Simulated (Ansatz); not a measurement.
# AsHN: the cost of one run

Computed with Ansatz 0.2.0, Gaussian basis. Level: def2-QZVPP, all electrons in the functionals, frozen cores in the correlation of double hybrids and RPA.

To be run: wB97M-V, B2PLYP, at charge 0, quartet; charge 0, doublet; charge 0, sextet; charge 1, triplet; charge 1, quintet.

10 further runs of the same task are left out: 1 that didn't finish, 9 set aside as unsound or not needed. Runs told in other sessions of the task aren't counted.

### 1 What is computed

The geometry is a PBE0/def2-TZVP stationary point (not a proven minimum). No spin-orbit coupling is included. The filled d shell of As may be among the frozen orbitals whatever the setting's name suggests.

3 atoms, charge 0, spin multiplicity 4.

Atoms are counted from 1 here; the program's logs count them from 0.

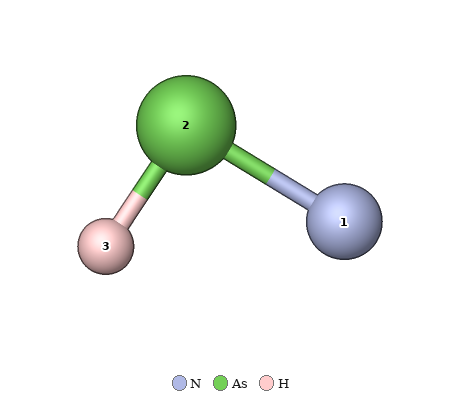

The structure; nitrogen light blue, arsenic green, hydrogen pink; atoms are numbered from 1 in the order of the file.

No dispersion term is added; wB97M-V holds VV10 nonlocal correlation.

The geometry shown and the zero of energy belong to the point charge 0, quartet. The yardstick, RCCSD(T), and other wave-function levels (R restricted, U unrestricted, valence and pair active spaces) come from earlier runs.

### 2 wB97M-V, charge 0, quartet

in.yaml reads:

```yaml
crystal:
  periodic: [false, false, false]
  atoms:
    - {symbol: N, position_ang: [0.000000, 0.032255, 1.647608]}
    - {symbol: As, position_ang: [0.000000, -0.026220, -0.302556]}
    - {symbol: H, position_ang: [0.000000, 1.500755, -0.406323]}
basis:
  gaussian: {orbitals: "def2-QZVPP.json"}
magnetization: {spin_polarized: true, initial_magnetization: 3}
hamiltonian: {xc: {name: wB97M-V}}
output: {orbitals: {seedname: orbitals}}
```

Command:

```console
> ansatz run in.yaml --threads 1 --pin off --events-out ev --progress --plain --max-ram 2393MiB
```

Q: Estimate wall time and peak memory on 1 thread of Arm Neoverse V1, shared host.

About 28 s, with a peak of 0.46 GiB.
